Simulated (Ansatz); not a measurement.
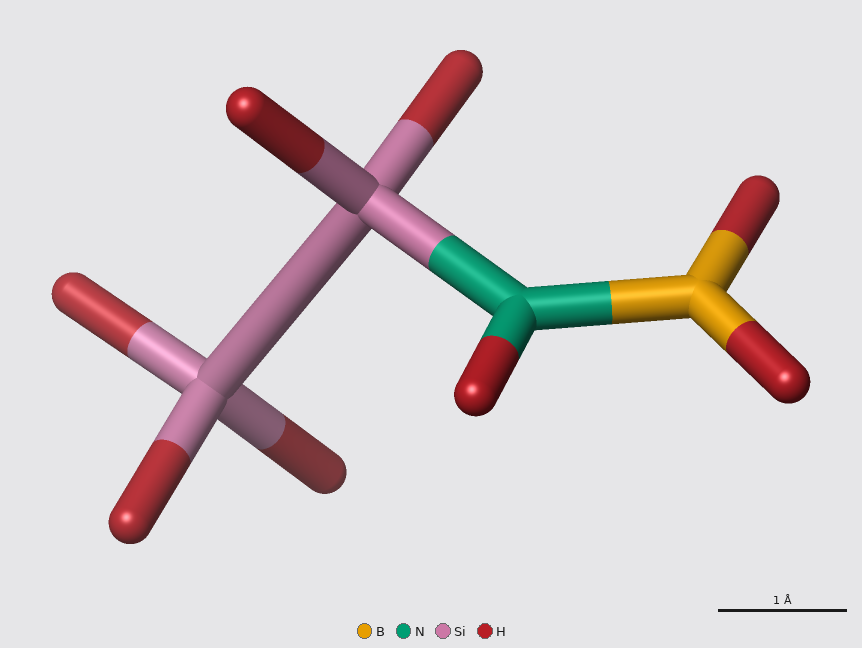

The picture shows the input geometry.

Ansatz 0.2.0 input:

```yaml
crystal:
  periodic: [false, false, false]
  atoms:
    - {symbol: B, position_ang: [-0.295418, 2.312926, 0.345853]}
    - {symbol: N, position_ang: [-0.357212, 0.981918, 0.771374]}
    - {symbol: Si, position_ang: [-0.792174, -0.410770, -0.196796]}
    - {symbol: Si, position_ang: [1.029502, -1.866013, -0.439380]}
    - {symbol: H, position_ang: [-0.582441, 2.573629, -0.787603]}
    - {symbol: H, position_ang: [0.042069, 3.164843, 1.117474]}
    - {symbol: H, position_ang: [-0.102298, 0.800614, 1.733023]}
    - {symbol: H, position_ang: [-1.910214, -1.146363, 0.459138]}
    - {symbol: H, position_ang: [-1.247838, 0.097614, -1.513680]}
    - {symbol: H, position_ang: [2.137297, -1.199639, -1.175472]}
    - {symbol: H, position_ang: [1.533593, -2.273751, 0.901795]}
    - {symbol: H, position_ang: [0.622136, -3.090107, -1.181726]}
basis:
  gaussian: {orbitals: def2-SVPD, point_charges: [{charge: 0.50, position_ang: [7.118, 0.714, 0.227]}]}
magnetization: {spin_polarized: true, initial_magnetization: 2}
hamiltonian: {xc: {name: PBE0-DH}}
accuracy: high
output: {forces: true}
```

Command:

```sh
ansatz run in.yaml --threads 4 --pin off --events-out ev --progress --plain --max-ram 10444MiB
```

Output:

```
Functional definition: PBE0-DH
  name "PBE0-DH"
  cite "Brémond & Adamo, J. Chem. Phys. 135, 024106 (2011) doi:10.1063/1.3604569"
  cite "Perdew, Burke & Ernzerhof, Phys. Rev. Lett. 77, 3865 (1996) doi:10.1103/PhysRevLett.77.3865"
  parameter a = 1/2
  parameter c = 1/8
  exchange = (1 - a)*pbe_x + a*exact_x
  correlation = (1 - c)*pbe_c + c*(mp2_os + mp2_ss)
3104 factors; integrals over basis functions are off by at most 3.6e-9 eV
mean field evaluation 1: about -18019.4225 eV, gradient 3.5e1 eV
mean field evaluation 2: about -18019.4625 eV, gradient 3.5e1 eV
mean field evaluation 4: about -18026.9756 eV, gradient 4.7e0 eV
mean field evaluation 8: about -18027.6498 eV, gradient 8.4e-1 eV
mean field evaluation 16: about -18027.7758 eV, gradient 5.9e-2 eV
mean field evaluation 32: about -18027.7760 eV, gradient 4.9e-5 eV
mean field evaluation 64: about -18021.3501 eV, gradient 2.4e1 eV
mean field evaluation 96: about -18024.5048 eV, gradient 2.0e0 eV
mean field evaluation 128: about -18027.7510 eV, gradient 5.3e-1 eV
mean field -18027.77604515 eV, -662.5085499939 hartree, gradient 5.6e-8 eV, S^2 2.014862; 6 other end points of the search recorded, 0 dependent functions left out
12 core orbitals not correlated: weight in the atoms' cores, before any rotation towards them, 1.000 or more for the frozen orbitals, at most 0.000 for the correlated occupied ones
reference -18027.77604818 eV, -662.5085501051 hartree; 13, 11 occupied and 127, 129 virtual orbitals, 3104 factors
second order -15.52280240 eV of doubles, -0.00000000 eV of singles
the calculation of the forces begins
Total energy: -18029.71639848 eV, -662.5798566633 hartree
Atom 0 at    -0.295418     2.312926     0.345853 Å, force     0.530241     6.705840    -2.276864 eV/Å
Atom 1 at    -0.357212     0.981918     0.771374 Å, force    -0.359732    -6.223242     2.317447 eV/Å
Atom 2 at    -0.792174    -0.410770    -0.196796 Å, force    -0.740216    -0.159498    -0.873440 eV/Å
Atom 3 at     1.029502    -1.866013    -0.439380 Å, force     0.586192    -0.188350     0.077941 eV/Å
Atom 4 at    -0.582441     2.573629    -0.787603 Å, force     0.026601    -0.205822    -0.188645 eV/Å
Atom 5 at     0.042069     3.164843     1.117474 Å, force    -0.034719    -0.068063     0.239069 eV/Å
Atom 6 at    -0.102298     0.800614     1.733023 Å, force     0.111561    -0.097873     0.331411 eV/Å
Atom 7 at    -1.910214    -1.146363     0.459138 Å, force     0.149075     0.008280     0.254105 eV/Å
Atom 8 at    -1.247838     0.097614    -1.513680 Å, force     0.058357    -0.011898     0.091267 eV/Å
Atom 9 at     2.137297    -1.199639    -1.175472 Å, force    -0.083328     0.068722     0.012150 eV/Å
Atom 10 at     1.533593    -2.273751     0.901795 Å, force    -0.079080     0.043937     0.019792 eV/Å
Atom 11 at     0.622136    -3.090107    -1.181726 Å, force    -0.162530     0.104567     0.000622 eV/Å
Dipole moment:    -0.086227    -1.400086     0.221467 e Å
```

The calculation finished and met its thresholds.

The spin state was imposed, and no run here compares it with a lower spin, which may lie lower.
